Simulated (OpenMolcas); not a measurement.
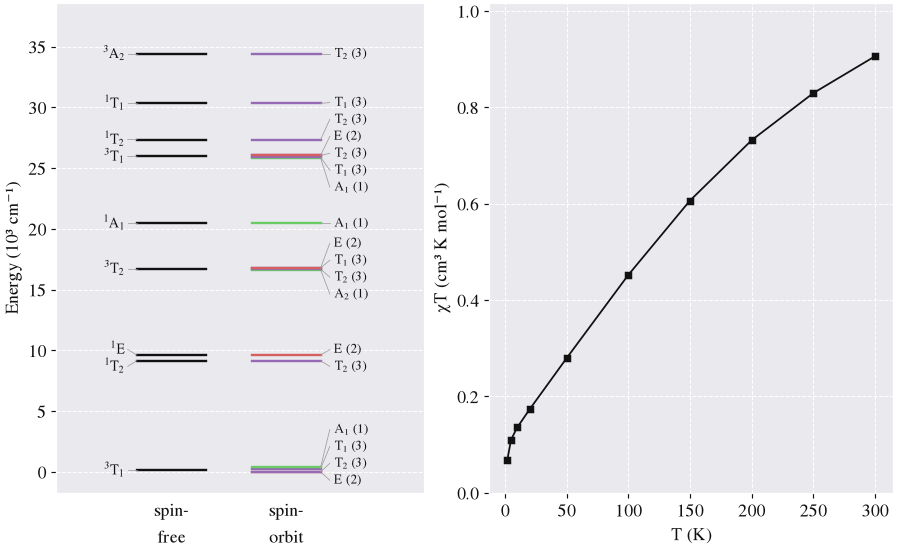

Levels of a 3d ion of charge +3 as a dopant in MgO, a cluster with its 6 nearest O²⁻ at 2.106 Å (octahedron) embedded in model potentials and point charges; the geometry was set, not optimised. Labels give the representation in O, Td, D4 or D3 as the site allows (double group for half-integer spin) where it could be assigned and, in brackets, the degeneracy; spin-free states, where drawn, share the zero of the spin-orbit levels. Level of the calculation: state-averaged SS-CASPT2, IPEA shift 0.25, imaginary shift 0.1 hartree, the open shell active, basis ANO-RCC-VTZP on the metal and ANO-RCC-VDZP on the ligands, DKH2 scalar Hamiltonian, spin-orbit coupling by RASSI with atomic mean-field integrals (OpenMolcas). Powder susceptibility by Van Vleck's formula.

Question: Which ion is the dopant?

Answer: V³⁺ (3d²). The ground level is E, doubly degenerate, 100 % from states of spin multiplicity 3. Its principal g values are all close to zero. The next level lies at 4.2 cm⁻¹ (T₂). The lowest spin-free state is ³T₁; of the same spin there follow at 16,600 cm⁻¹ (³T₂), 25,800 cm⁻¹ (³T₁) and 34,300 cm⁻¹ (³A₂) above it. A ligand-field fit to the spin-free states gives |10Dq| = 18,100 cm⁻¹, B = 722 and C = 2,300 cm⁻¹ (rms misfit 200 cm⁻¹). χT is 0.0688 cm³ K mol⁻¹ at 2 K and 0.906 at 300 K, an effective moment of 2.69 μB.

Caveat: the geometry is set by hand, with no relaxation and no charge compensation.
